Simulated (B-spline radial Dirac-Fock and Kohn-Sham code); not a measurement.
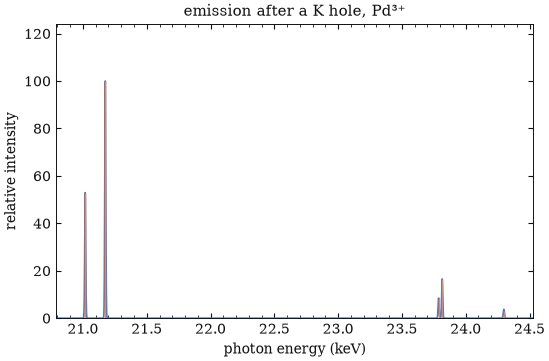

X-ray emission lines that fill a K (1s) hole, broadened by a Gaussian of 9.2 eV full width. Multiplet splitting by the open shell is left out. The figure is for Pd³⁺ in the configuration [Kr] 4d7. The calculation used independent-particle rates on relativistic LDA orbitals of the hole state (multipoles to L = 3), energies from Dirac–Fock ΔSCF (a B-spline radial code).

> What multipole carries the K-M5 line?

E2; it is forbidden as an electric dipole and holds 0.043 % of the emission.

> What is the ratio of Kβ to Kα photons?

0.19 in this model, which runs about 8 % low for Kβ.

> What are the natural width, lifetime and fluorescence yield of the K hole?

Width 6.11 eV, lifetime 0.108 fs, fluorescence yield 0.819.
